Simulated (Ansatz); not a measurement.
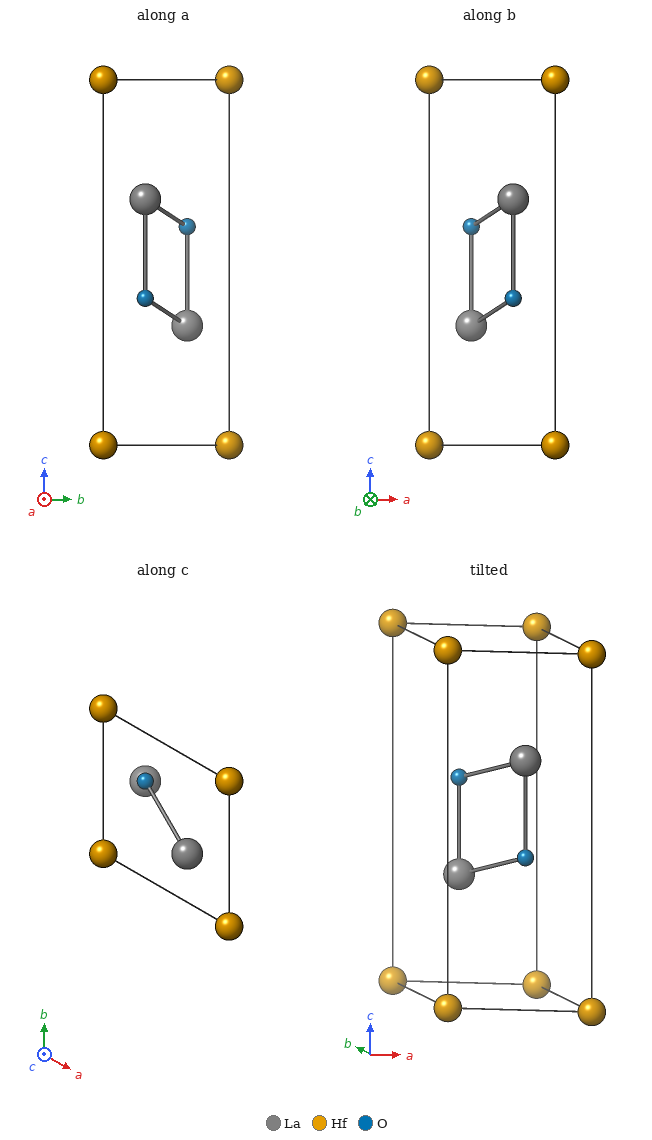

Ball-and-stick model, viewed along the a axis, along the b axis, along the c axis and slightly off an axis. Thin lines show the conventional unit cell, with boundary atoms drawn in all their periodic places.

Lattice parameters: a = 3.8183 Å, b = 3.8183 Å, c = 9.6018 Å, α = 90.000°, β = 90.000°, γ = 120.000°.

Question: Convert the drawing into a CIF in P1 with every atom of the cell, with free fractional coordinates to two decimals.

Answer:
```cif
data_structure
_symmetry_space_group_name_H-M 'P 1'
_symmetry_Int_Tables_number 1
_cell_length_a 3.8183
_cell_length_b 3.8183
_cell_length_c 9.6018
_cell_angle_alpha 90.000
_cell_angle_beta 90.000
_cell_angle_gamma 120.000
_cell_volume 121.23
loop_
_atom_site_label
_atom_site_type_symbol
_atom_site_fract_x
_atom_site_fract_y
_atom_site_fract_z
_atom_site_occupancy
La1 La 0.3333 0.6667 0.33 1
La2 La 0.6667 0.3333 0.67 1
Hf1 Hf 0.00 0.00 0.00 1
O1 O 0.3333 0.6667 0.60 1
O2 O 0.6667 0.3333 0.40 1
```

Source of the structure: a structure type filled with these elements by a generator (whether the compound takes this form wasn't checked). Earlier steps of the study may have refined or changed the cell and positions. A calculation with Ansatz used it as input.
